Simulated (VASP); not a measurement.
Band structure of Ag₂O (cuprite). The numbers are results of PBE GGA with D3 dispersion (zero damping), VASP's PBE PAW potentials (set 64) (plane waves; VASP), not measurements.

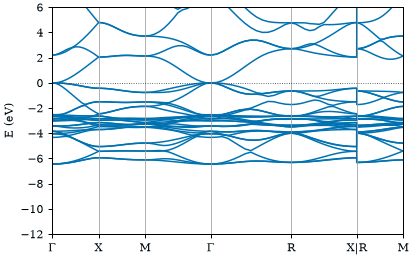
Fig. 1. Bands along high-symmetry lines, zero at the valence-band maximum or, without a gap, the Fermi level

Question: Read the plot: is there a gap, and where are the band edges?

Answer: It has no gap at this level: it comes out as a metal or semimetal. (Edges off the drawn lines would not show.)

The compound is Ag2O in the cuprite structure. It was relaxed first.
